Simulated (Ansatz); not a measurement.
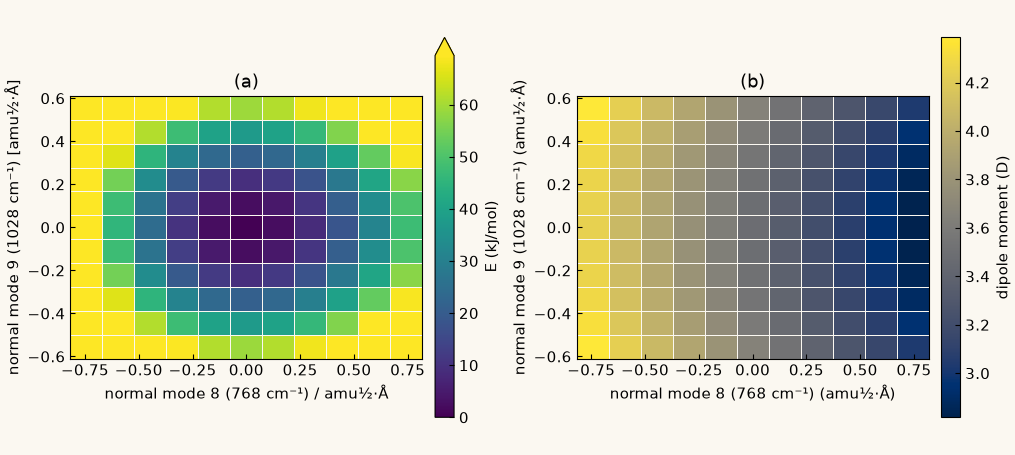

HO4Re, SMILES [O]=[Re](=[O])(=[O])[OH]. First axis: normal mode 8 (768 cm⁻¹). Second axis: normal mode 9 (1028 cm⁻¹). Nothing is relaxed (straight displacements along the two mass-weighted modes). The grid has 11 × 11 points. Points are written as (first, second). All energies are given in kJ/mol relative to the lowest grid point. Computed with Ansatz 0.2.0, RKS PBE0-D4/def2-SVP.

Panel (a) is the energy and panel (b) the computed dipole moment on the same grid.

Drawn: one coloured cell a grid point, one colour for all values above the top of the scale.

How does the dipole moment vary over the map, and what is it at the lowest grid point?

Leaving out the highest fifth of the energies, it runs from 2.82 D at (0.744 amu½·Å, 0.000 amu½·Å) to 4.24 D at (−0.744 amu½·Å, 0.000 amu½·Å). At the lowest grid point, (0.000 amu½·Å, 0.000 amu½·Å), it is 3.48 D.
